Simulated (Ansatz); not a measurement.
Sc3Ta

Input

```
crystal:
  lattice:
    - [5.0628479943, 0.0, 0.0]
    - [-2.5314239972, 4.3845549786, 0.0]
    - [0.0, 0.0, 5.148119432]
  atoms:
    - { symbol: Sc, position: [0.0, 0.0, 0.0] }
    - { symbol: Sc, position: [0.3333333333, 0.6666666667, 0.5] }
    - { symbol: Sc, position: [0.6666666667, 0.3333333333, 0.5] }
    - { symbol: Ta, position: [0.0, 0.0, 0.5] }
basis:
  ecutwfc: 420
kpoints:
  mp_grid: { grid: [12, 12, 10] }
hamiltonian:
  xc: pbe
scf:
  occupations: { method: gaussian, width: 0.1 }
output:
  forces: true
  stress: true
  eigenvalues: true
  write_density: true
  write_potential: true
  elf: true
  volumetric_format: npy
relax:
  adjacent_minimum: "off"
  f_tol: 0.01
  max_steps: 80
  cell: { stress_tol: 0.05 }
```

Run with:

```sh
ansatz run input.yaml --threads 1 --pin off --max-ram 2560MiB --backend cpu --events-out ev --progress --plain --runs-dir out
```

Below, planes, directions and counts refer to the conventional cell (a = 5.07 Å, b = 5.07 Å, c = 5.14 Å, α = 90.00°, β = 90.00°, γ = 120.00°).

The fields are those of the relaxed geometry.

Space group P6/mmm; a structure generated by program, which may or may not match a known phase.

Level of theory: Ansatz 0.2.0, DFT PBE, scalar-relativistic, plane waves, PAW.

What can the converged valence pseudo-density and electron localisation function tell about the bonding?

Answer. Sc–Sc (2.93 Å): ρ at the midpoint is about 0.15 e/Å³; the ELF is about 0.15 at the midpoint (no shared electron pair shows on this line).
Sc–Ta (2.93 Å): the density is about 0.23 e/Å³ at the midpoint; the ELF is about 0.30 at the midpoint: no shared electron pair shows on this line.

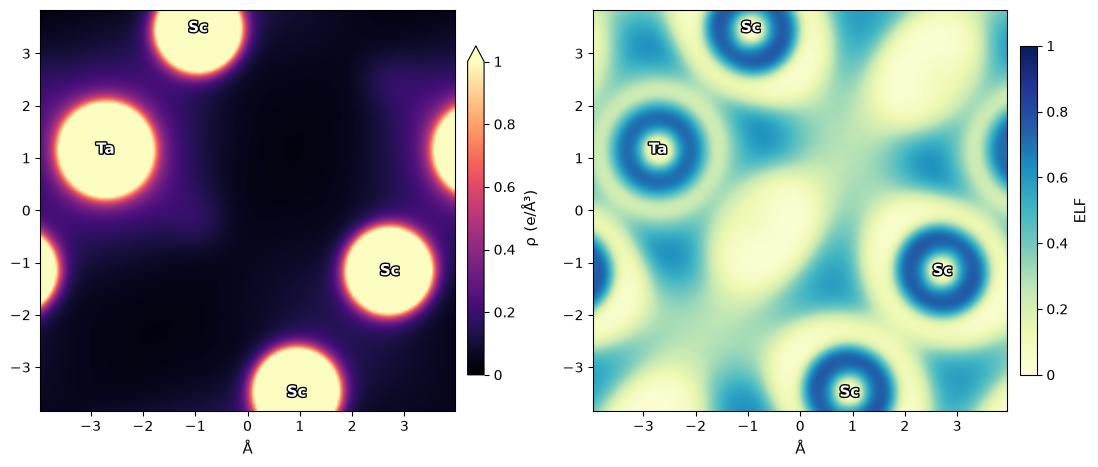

Computed valence pseudo-density and electron localisation function on the (111) plane of the conventional cell, in this order. 
